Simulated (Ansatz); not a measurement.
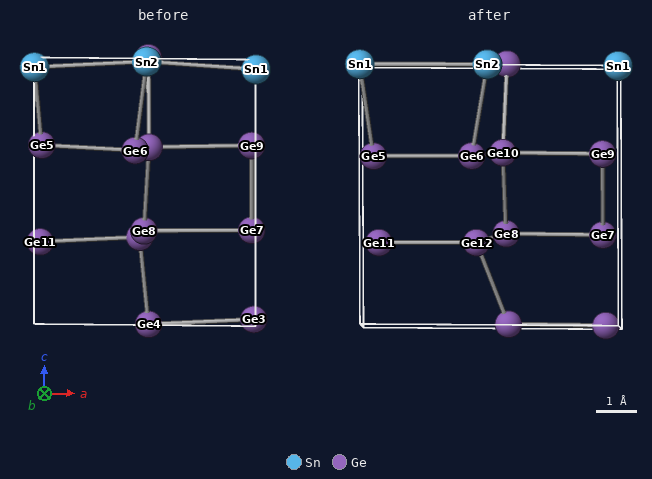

The structure of a crystal of SnGe₅ (a generated structure, set up in P1) (coarse preliminary run) before (left) and after (right) a relaxation, at one scale.

A ball-and-stick model of the cell of the calculation, seen along the b axis.

Computed with Ansatz, DFT PBE, scalar-relativistic, plane waves, PAW. Set-up: plane-wave cutoff 420 eV; k-point mesh 4 × 3 × 3; occupations gaussian; smearing width 0.2 eV; no spin polarisation; cell and atoms relaxed; force threshold 0.025 eV/Å; at most 60 steps.

Summarise the run.

Answer. The run was cut off at its time limit before the relaxation converged, so the last structure is only a point on the way. The largest move relative to the cell is that of Ge8, 0.47 Å along [3 1 0]. Largest moves by element: Ge 0.47 Å, Sn 0.32 Å. Cell: a 5.638 → 6.574 Å (+16.6 %), b 7.678 → 7.523 Å (−2.0 %), c 7.770 → 7.630 Å (−1.8 %), α 119.2° → 120.6°, β 89.6° → 90.1°, γ 91.9° → 90.3°. Volume +10.8 %. Among the contacts that change: Sn1–Sn2 2.792 → 3.327 Å, Sn1–Ge3 3.211 → 2.725 Å, Sn1–Ge5 2.264 → 2.720 Å, Sn1–Sn2 (another image) 2.856 → 3.247 Å. Among the angles between lasting bonds that change: Ge8–Ge12–Ge11 87.5° → 108.1°, Ge3–Ge4–Ge12 89.0° → 109.1°, Sn1–Ge7–Ge9 130.7° → 113.8°. The space group stays P1 (No. 1). Over 4 geometry steps the energy falls by 292 meV per atom. The largest force component goes from 5 to 0.41 eV/Å. Pressure: 6.74 GPa at the start and 0.33 GPa at the end. Cost: 5.9 min on 1 thread of Intel(R) Xeon(R) Platinum 8259CL CPU @ 2.50GHz (Skylake/Cascade Lake), on a shared host, peak memory 0.82 GiB.
